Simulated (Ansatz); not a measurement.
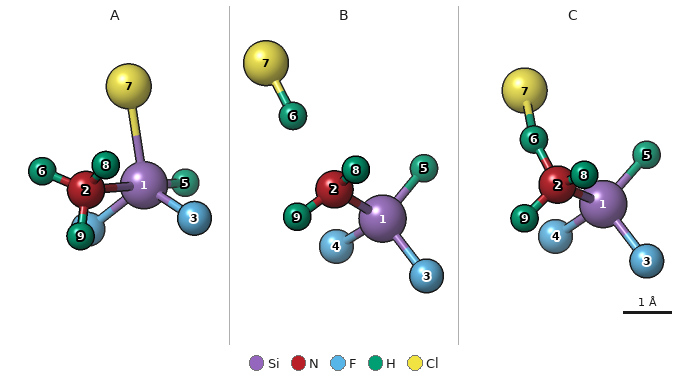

Three geometries of SiNH₄ClF₂: a saddle point and the two minima that it joins, in shuffled order. A ball-and-stick model, seen from a free direction. Sticks join atoms that are closer than about 1.2 times the sum of their covalent radii (a little more with hydrogen).

Stationary points at PBE0-D4/def2-TZVP, single-point energies with CCSD(T)/CBS, PBE0-D4, BHLYP-D4, CAM-B3LYP-D4 (def2-TZVPP where no basis is named; Ansatz 0.2.0). The energies are electronic, without zero-point or thermal terms, and both ends are the minima reached downhill from the saddle, with any fragments still in contact. CCSD(T)/CBS stands for a frozen-core estimate: MP2 correlation extrapolated from def2-TZVPP and def2-QZVPP, CCSD(T) minus MP2 from the smaller set.

Q: Identify the saddle point and describe the reaction.

A: Frame C is the saddle point. Counted by bonded pieces, B holds HCl + SiH₃NF₂ and A holds NH₃ + SiHClF₂. From B over the saddle to A, bonds form: Si1–Cl7 (4.07 → 2.91 → 2.10 Å), N2–H6 (1.89 → 1.16 → 1.01 Å). Bonds break: Si1–N2 (1.71 → 1.81 → 2.08 Å), H6–Cl7 (1.31 → 1.69 → 2.87 Å). The saddle has one imaginary mode, 245i cm⁻¹. With CCSD(T)/CBS the barrier is 11.2 kcal/mol from B and 18.9 kcal/mol from A, and A lies 7.7 kcal/mol below B.

```tsv
level	barrier from B (kcal/mol)	barrier from A (kcal/mol)	A less B (kcal/mol)
CCSD(T)/CBS	11.2	18.9	−7.7
PBE0-D4	9.1	17.5	−8.4
BHLYP-D4	12.1	18.1	−6.0
CAM-B3LYP-D4	11.5	17.3	−5.8
```

Against CCSD(T)/CBS, CAM-B3LYP-D4 comes closest on the barrier from B (+0.3 kcal/mol) and PBE0-D4 misses most (−2.1 kcal/mol).
